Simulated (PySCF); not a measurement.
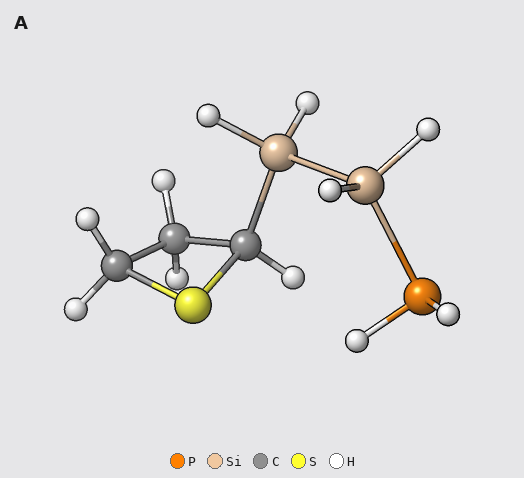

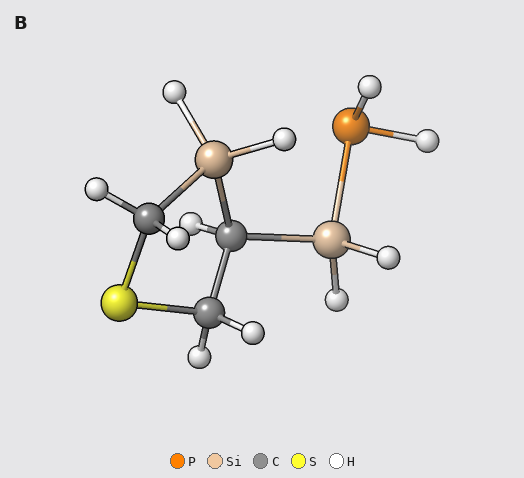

2 stationary structures of one formula. Geometries: GFN2-xTB. Electronic energies: CAM-B3LYP/def2-SVPD (PySCF 2.14.0), without zero-point energy. No frequency run is at hand to confirm each as a minimum. Each is one conformer, not always the lowest.

Which is lowest in energy, and by how much?

Answer. B is lowest; A lies 0.971 eV above it. A is `P[SiH2][SiH2][C@@H]1CCS1`, B is `P[SiH2][C@H]1CSC[SiH2]1`.

The geometry is semi-empirical. Around P, Si such bond lengths and angles can be off by a tenth of an ångström or more and by several degrees, and values that hang on the shape move with them.
